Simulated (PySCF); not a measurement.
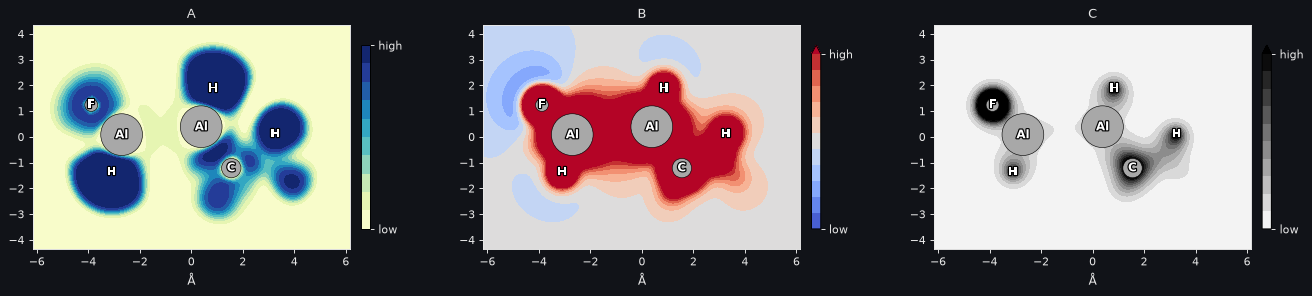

C3H9Al2Cl2F: 3 fields on the plane of atoms C3, Al4 and H16, with unlabelled colour scales. Grey discs cover the atomic cores.

Geometry: GFN2-xTB.

Theory: PySCF, PBE0/pcSseg-1, SCF density, gas phase, non-relativistic.

```xyz
17

C    -2.0567    0.8070    0.6266
C    -2.0350   -0.1749   -0.5332
C    -0.7530   -1.0237   -0.4834
Al    0.6855    0.3448   -0.5603
Cl    1.7273    0.6661    1.3740
Al    3.5122   -0.2885    0.5623
F     4.8622    0.6527    0.6250
Cl    2.5894   -0.3895   -1.4124
H    -1.1564    1.4330    0.5819
H    -2.0553    0.2776    1.5771
H    -2.9293    1.4544    0.5882
H    -2.0581    0.3858   -1.4724
H    -2.9299   -0.8029   -0.5040
H    -0.7689   -1.7303   -1.3251
H    -0.7928   -1.6549    0.4167
H     0.5841    1.7526   -1.1854
H     3.5678   -1.6973    1.1145
```

Which field does each panel show? The fields are: electron density, electron localisation function and electrostatic potential.

Answer. Panel A: electron localisation function. Panel B: electrostatic potential (strongly positive close to the atoms, with negative regions outside electron-rich atoms). Panel C: electron density. From the grid: Al–F (1.65 Å): ρ at the midpoint is about 0.86 e/Å³; the ELF peaks at about 0.85 in the valence shell of F, 0.5 Å from its nucleus, and is about 0.30 at the midpoint. C–Al (1.99 Å): ρ at the midpoint is about 0.7 e/Å³; the ELF peaks at about 0.95 between the atoms (a shared but strongly polarised pair).
